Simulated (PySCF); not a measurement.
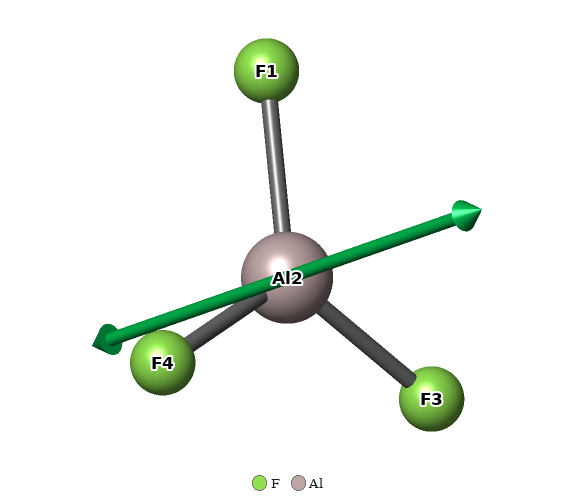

The double arrow shows the direction of the transition dipole to excited singlet state 6 (its length means nothing). The computed structure is the end point of a PBE0-D3(BJ)/def2-SVP optimisation. No frequency run is at hand to confirm it as a minimum. Properties computed with TDDFT CAM-B3LYP/def2-SVPD, vertical, gas phase, core orbitals frozen in the response (PySCF 2.14.0).

How is the transition polarised?

Answer. Normal to the molecular plane.

Where does the transition lie, and how strong is it?

Answer. 9.82 eV (126 nm), oscillator strength 0.18, mainly HOMO−5 → LUMO (weight 0.95); transition dipole 2.17 D.
